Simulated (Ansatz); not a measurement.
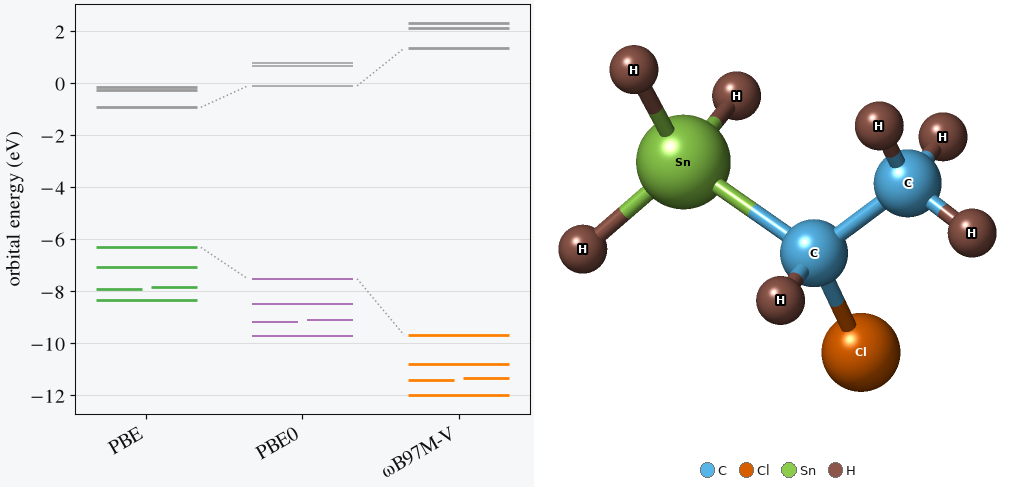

Frontier orbital energies of C₂H₇ClSn, SMILES C[C@H](Cl)[SnH3], singlet at one geometry, def2-TZVPP, the Ansatz code, at a PBE0-D4/def2-TZVP geometry (no frequency check). Empty levels are grey, levels within 0.1 eV stand side by side; all columns show the same few orbitals around the gap. Dotted lines join the HOMOs and the LUMOs.

Question: Compare the HOMO-LUMO separations.

Answer: The separation grows from 5.38 eV (PBE) to 11.01 eV (ωB97M-V).

```csv
level,HOMO (eV),LUMO (eV),separation (eV)
PBE,−6.32,−0.93,5.38
PBE0,−7.52,−0.11,7.41
ωB97M-V,−9.68,1.33,11.01
```

Limits of at least one run: core potentials past krypton; empty levels above zero depend strongly on the basis; spin-orbit coupling is left out, and with Sn it can shift these levels and split any degenerate set.
